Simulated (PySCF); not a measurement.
**C6H10OSi: electronic excitations**

Aim: predict the electronic excitations of C6H10OSi (`CC#C[C@@H]1[SiH2]O[C@@H]1C`).

The runs use PySCF 2.14.0, with density-fitted response routines of our own; the level of theory stands in each step. All values are computed, except where a source is named. Atoms are numbered from 0 throughout.

## (1) The molecule as given

18 atoms, charge 0, multiplicity 1; geometry from: GFN2-xTB.

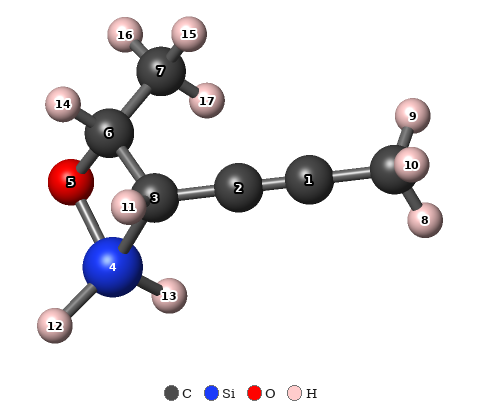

The starting geometry (carbon dark grey, silicon blue, oxygen red, hydrogen pink), atoms numbered.

## (2) Excited states and response: CAM-B3LYP/def2-SVPD

Job settings and geometry (Å):

```
{"job": {"kind": "uv", "xc": "CAM-B3LYP", "basis": "def2-SVPD", "nstates": 8, "ntriplets": 3}, "charge": 0, "multiplicity": 1}
C      3.007095     1.302768     0.227204
C      1.821641     0.487508     0.391015
C      0.840293    -0.185813     0.545156
C     -0.336424    -0.992318     0.692933
Si    -0.918053    -2.105281    -0.764727
O     -2.238245    -1.138003    -0.561054
C     -1.691326    -0.283707     0.462006
C     -1.599391     1.143170    -0.033509
H      3.643818     0.889550    -0.555462
H      2.724477     2.318831    -0.049098
H      3.571136     1.336473     1.159548
H     -0.312331    -1.501284     1.658137
H     -1.196265    -3.497316    -0.436792
H     -0.243600    -1.896858    -2.038862
H     -2.352656    -0.339815     1.332462
H     -1.200147     1.782075     0.750108
H     -2.587099     1.496693    -0.319414
H     -0.941684     1.189645    -0.897968
```

With the program's defaults for keys left out, this is: TDDFT CAM-B3LYP/def2-SVPD, vertical, gas phase, core orbitals frozen in the response.

Started as:

```sh
$ OMP_NUM_THREADS=1 python probes_run.py task.json out
```

One launch serves the whole session: the jobs run in the order shown.

What it wrote:

```text
coarse grid: 15432 points
cycle   1  E = -598.6321119115  dE =  1.300e+00  |g| = 7.545e-01  |ddm| = 1.430e+01
cycle   2  E = -598.5594633805  dE =  7.265e-02  |g| = 1.017e+00  |ddm| = 4.217e+00
cycle   3  E = -598.7518533615  dE = -1.924e-01  |g| = 9.531e-02  |ddm| = 1.568e+00
cycle   4  E = -598.7535952336  dE = -1.742e-03  |g| = 3.950e-02  |ddm| = 3.911e-01
cycle   5  E = -598.7539762334  dE = -3.810e-04  |g| = 1.216e-02  |ddm| = 1.279e-01
cycle   6  E = -598.7540062656  dE = -3.003e-05  |g| = 4.901e-03  |ddm| = 4.283e-02
cycle   7  E = -598.7540121791  dE = -5.914e-06  |g| = 6.340e-04  |ddm| = 1.614e-02
final grid: 144104 points
cycle   8  E = -598.8600366863  dE = -3.798e-05  |g| = 3.378e-03  |ddm| = 1.638e-01
cycle   9  E = -598.8600370371  dE = -3.508e-07  |g| = 3.348e-03  |ddm| = 1.694e-02
cycle  10  E = -598.8600394528  dE = -2.416e-06  |g| = 5.372e-04  |ddm| = 6.483e-03
cycle  11  E = -598.8600395024  dE = -4.963e-08  |g| = 1.954e-04  |ddm| = 1.109e-03
cycle  12  E = -598.8600395105  dE = -8.054e-09  |g| = 3.972e-05  |ddm| = 5.468e-04
cycle  13  E = -598.8600395108  dE = -3.652e-10  |g| = 1.747e-05  |ddm| = 1.684e-04
converged SCF energy = -598.8600395108

Static polarisability (au): isotropic 96.425, principal 77.810 88.702 122.762

Singlet excitations
state   eV       nm        f      main configurations
  1   5.8221    213.0   0.03298   H->L 0.92
  2   6.1665    201.1   0.00383   H->L+2 0.32, H->L+1 0.21, H->L+8 0.12
  3   6.3955    193.9   0.00689   H-1->L 0.70
  4   6.5117    190.4   0.00115   H-2->L 0.85
  5   6.5254    190.0   0.02826   H->L+1 0.52, H->L+6 0.14, H->L+2 0.10
  6   6.7189    184.5   0.00181   H->L+3 0.20, H->L+7 0.18, H->L+1 0.11
  7   6.8593    180.8   0.00356   H-1->L+1 0.49, H-1->L+6 0.20
  8   7.1042    174.5   0.01169   H-1->L+1 0.27, H-1->L+3 0.24, H-1->L+7 0.13

Triplet excitations (Tamm-Dancoff, eV): 5.2513 5.6018 5.7561
```

Run time: 34 s. Hardware: 1 thread of AMD EPYC 9R45, shared host; peak memory 1.2 GiB.

The orbitals next to the gap, with their largest atomic shares:

```tsv
orbital	eV	atoms
HOMO−3	-10.55	O5 50 %, C3 14 %, C2 9 %
HOMO−2	-9.36	O5 51 %, C6 10 %, Si4 10 %
HOMO−1	-8.57	C1 34 %, C2 34 %, C3 7 %
HOMO	-8.07	C1 30 %, C2 27 %, C3 14 %
LUMO	0.66	Si4 38 %, O5 13 %, H13 12 %
LUMO+1	1.21	Si4 17 %, C0 14 %, C1 10 %
LUMO+2	1.55	Si4 16 %, C0 15 %, C1 7 %
```

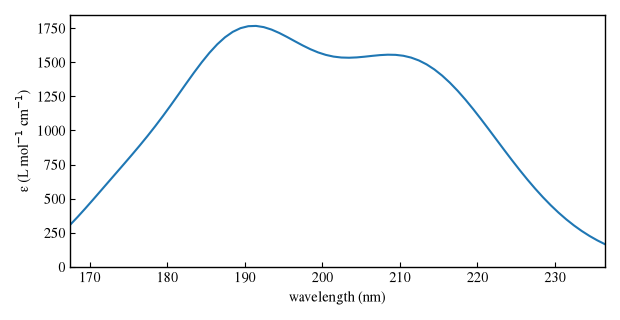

Absorption spectrum: each of the 8 states is a Gaussian band of 0.4 eV half-width at 1/e. Beyond the last state computed it falls off for lack of states.

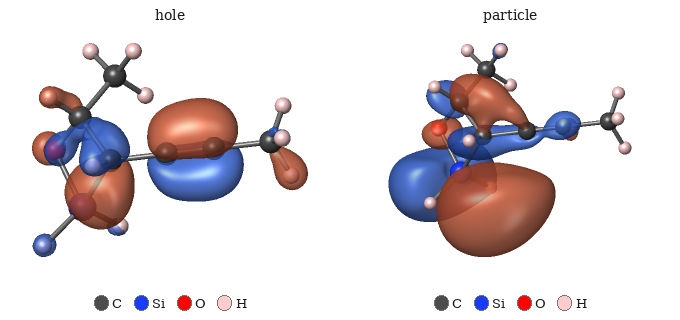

Leading natural transition orbitals of singlet state 1: the electron leaves the hole (left) for the particle orbital (right).

Ground-state properties from the same run:

```tsv
property	computed
dipole moment (D)	1.52
polarisability (Å³)	14.29
HOMO–LUMO gap (eV)	8.73
−ε(HOMO) (eV)	8.07
```

The fields below are evaluated on a grid from the run's orbitals.

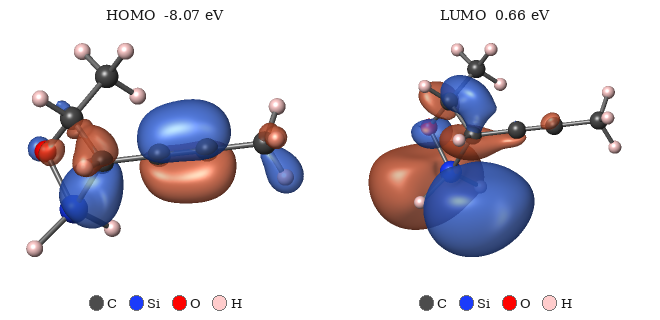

Frontier orbitals at CAM-B3LYP/def2-SVPD; each surface holds 70 % of the orbital's density, blue and red mark the sign.

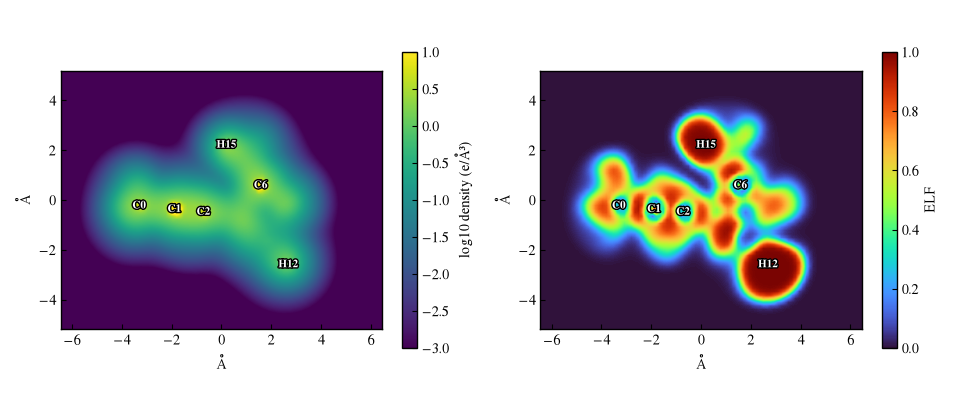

Density (left) and ELF (right) in a plane through or near 6 of the atoms.

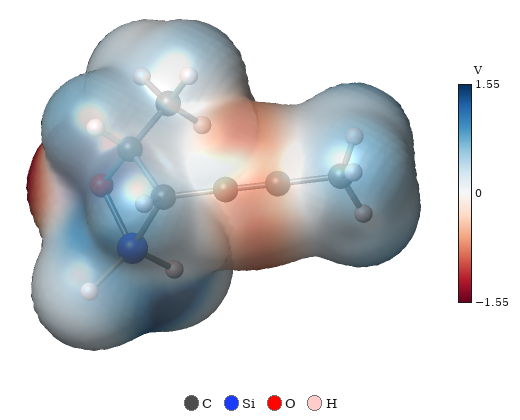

The potential that a unit positive charge feels on the 0.002 e/bohr³ surface, from -1.55 V near O5 to 1.55 V near Si4.

## (3) Outcome

| quantity | value |
| --- | --- |
| lowest singlet (CAM-B3LYP/def2-SVPD) | 5.82 eV (213 nm), f = 0.033 |
| lowest triplet | 5.25 eV |
| surface potential, least and greatest | -1.55 V and 1.55 V |

What this shows: The lowest singlet, at 5.82 eV, is HOMO→LUMO 0.92 and is weak. The lowest triplet lies 0.57 eV below the lowest singlet (triplets in Tamm-Dancoff, singlets in full TDDFT).
